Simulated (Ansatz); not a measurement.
Consider MgS in the rock salt structure (space group Fm-3m, No. 225; a = 5.1292 Å). Axes: x, y, z lie along the cube axes.

The change: the cell is compressed by 1.50 % along z with no lateral relaxation, atoms relaxed at fixed cell.

Method: LDA/PAW in Ansatz (a quantum-chemistry and plane-wave program), without spin-orbit coupling.

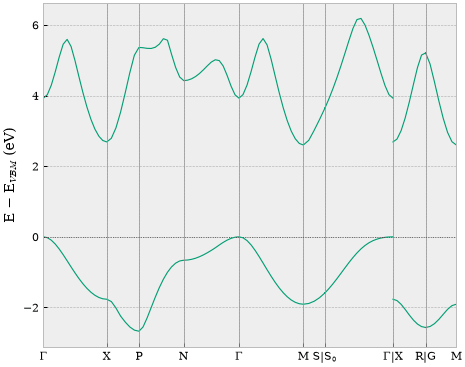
Figure: Highest valence and lowest conduction band along the path of the changed cell's own zone

The gap is 2.60 eV, indirect, Γ → M; the base has 2.65 eV.

The cells carry an imposed strain or load. No phonon test of stability was made. Labels are those of the standard path for the cell's own space group.
